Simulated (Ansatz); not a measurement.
Results of rVV10 (Ansatz, an electronic-structure program, PAW) for KCSN (Pbcm, No. 57).

Settings: plane-wave cutoff 520 eV, 6×6×6 k mesh, Fermi–Dirac smearing 0.01 eV, scalar-relativistic PAW data made under PBE.

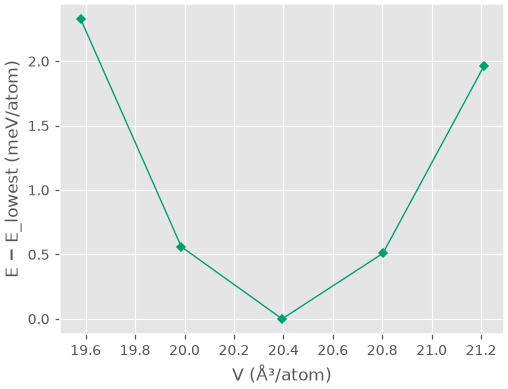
Total energy against volume

From the curve, estimate the equilibrium volume and the bulk modulus.

V0 ≈ 20.4 Å³/atom and B0 ≈ 21 GPa; the fit gives V0 = 20.396 Å³/atom, B0 = 20.9 GPa, B′ = 5.3.

Shape and atoms are relaxed at each volume.

Note: the bulk modulus comes from volumes at which shape and atoms were relaxed.

Static lattice: no zero-point or thermal effects.

Computing time: roughly 90 core-minutes.
